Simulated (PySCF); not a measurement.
# MP2/ANO-RCC-VDZP (sfX2C) run of SiS (SMILES [Si-]#[S+])

Aim: the vertical ionisation energy of SiS at MP2/ANO-RCC-VDZP (sfX2C), from 2 runs. The job is set up through a Python script.

The results are computed with PySCF 2.14.0.

### Step 1. The structure to begin with

SiS: 2 atoms, total charge 0, spin state singlet. As SMILES, `[Si-]#[S+]`. The bond length is the measured one.

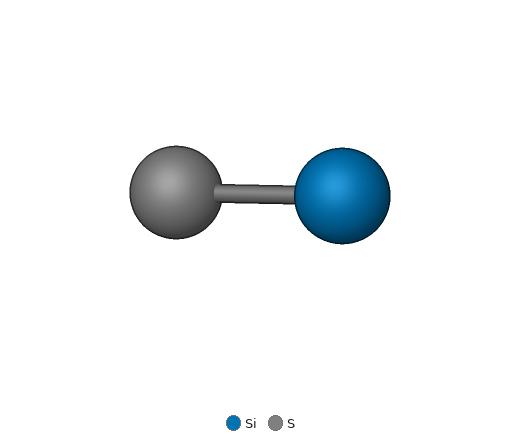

Viewed from a chosen angle; silicon blue, sulfur grey.

### Step 2. The energy at MP2/ANO-RCC-VDZP (sfX2C)

The input, mol.xyz:

```xyz
2

Si     0.000000     0.000000     0.000000
S      0.000000     0.000000     1.929321
```

The input, input.py:

```python
from pyscf import gto, mp

mol = gto.M(
    atom='mol.xyz',
    verbose=3,
    max_memory=1860,
    charge=0,
    basis='ano-rcc-vdzp',
)

mf = mol.RHF()
mf = mf.sfx2c1e()
mf.conv_tol = 1e-10
mf.kernel()
if not mf.converged:
    mf = mf.newton().run(mf.mo_coeff, mf.mo_occ)

pt = mp.MP2(mf, frozen=10).run()
e_final = pt.e_tot
print('E(%s) = %.9f' % ('MP2', e_final))
```

Launch:

```sh
$ OMP_NUM_THREADS=1 python input.py
```

Output:

```text
converged SCF energy = -688.189031327416
E(RMP2) = -688.396152882616  E_corr = -0.207121555199992
E(SCS-RMP2) = -688.391462847381  E_corr = -0.202431519965743
E(MP2) = -688.396152883
```

It took 1.9 s on 1 thread of Arm Neoverse V1, shared host; peak memory 0.13 GiB.

### Step 3. The doublet cation

The input, calc.py:

```python
from pyscf import gto, mp

mol = gto.M(
    atom='''
Si     0.000000     0.000000     0.000000
S      0.000000     0.000000     3.645888
''',
    basis='ano-rcc-vdzp',
    verbose=4,
    max_memory=1860,
    spin=1,
    unit='bohr',
    charge=1,
)

hf = mol.UHF()
hf = hf.x2c()
hf.conv_tol = 1e-10
hf.kernel()
if not hf.converged:
    hf = hf.newton().run(hf.mo_coeff, hf.mo_occ)

pt = mp.MP2(hf, frozen=10).run()
e_final = pt.e_tot
print(f'total energy: {e_final:.8f} hartree')
```

Launch:

```sh
$ OMP_NUM_THREADS=1 python calc.py
```

Output:

```text
PySCF version 2.14.0

[INPUT] num. atoms = 2
[INPUT] num. electrons = 29
[INPUT] charge = 1
[INPUT] spin (= nelec alpha-beta = 2S) = 1
[INPUT] symmetry False subgroup None
[INPUT] Mole.unit = bohr
[INPUT] Symbol           X                Y                Z      unit          X                Y                Z       unit  Magmom
[INPUT]  1 Si     0.000000000000   0.000000000000   0.000000000000 AA    0.000000000000   0.000000000000   0.000000000000 Bohr   0.0
[INPUT]  2 S      0.000000000000   0.000000000000   1.929320843167 AA    0.000000000000   0.000000000000   3.645888000000 Bohr   0.0

nuclear repulsion = 61.439078764899
number of shells = 6
number of NR pGTOs = 156
number of NR cGTOs = 36
basis = ano-rcc-vdzp
ecp = {}

******** <class 'pyscf.x2c.sfx2c1e.sfX2C1eUHF'> ********
method = sfX2C1eUHF
initial guess = minao
damping factor = 0
level_shift factor = 0
DIIS = <class 'pyscf.scf.diis.CDIIS'>
diis_start_cycle = 1
diis_space = 8
diis_damp = 0
SCF conv_tol = 1e-10
SCF conv_tol_grad = None
SCF max_cycles = 50
direct_scf = True
direct_scf_tol = 1e-13
number electrons alpha = 15  beta = 14

******** <class 'pyscf.x2c.sfx2c1e.SpinFreeX2CHelper'> ********
approx = 1e
xuncontract = 1
Set gradient conv threshold to 1e-05
init E= -688.188462182412
[... 68 lines left out ...]
converged SCF energy = -687.830234239808  <S^2> = 0.78811537  2S+1 = 2.0377589
[... 1 line left out ...]
******** <class 'pyscf.mp.ump2.UMP2'> ********
nocc = (np.int64(5), np.int64(4)), nmo = (26, 26)
frozen orbitals 10
E(UMP2) = -688.017277327828  E_corr = -0.187043088019625
E(SCS-UMP2) = -688.012156037088  E_corr = -0.181921797279736
E_corr(same-spin) = -0.04907297116594
E_corr(oppo-spin) = -0.137970116853685
total energy: -688.01727733 hartree
```

It took 1.9 s on 1 thread of Arm Neoverse V1, shared host; peak memory 0.13 GiB.

### Step 4. Outcome

At MP2/ANO-RCC-VDZP (sfX2C), 10 core orbitals frozen:

```
                                                                  quantity          value
                                                 singlet SiS: total energy  -688.39615 Eh
                         singlet SiS: dipole moment (Hartree–Fock density)         2.28 D
                          singlet SiS: HOMO energy (Hartree–Fock orbitals)      -10.59 eV
                          singlet SiS: LUMO energy (Hartree–Fock orbitals)        0.78 eV
                        singlet SiS: HOMO–LUMO gap (Hartree–Fock orbitals)       11.37 eV
                 singlet SiS: correlation energy (10 core orbitals frozen)     -207.1 mEh
                                              doublet cation: total energy  -688.01728 Eh
doublet cation: HOMO energy (Hartree–Fock orbitals) (highest over α and β)      -17.46 eV
 doublet cation: LUMO energy (Hartree–Fock orbitals) (lowest over α and β)       -8.93 eV
              doublet cation: correlation energy (10 core orbitals frozen)     -187.0 mEh
                         doublet cation: ⟨S²⟩ of the reference determinant          0.788
                        vertical ionisation energy (to the doublet cation)      10.310 eV
```

In words: Removing an electron at fixed nuclei costs 10.31 eV (238 kcal/mol).
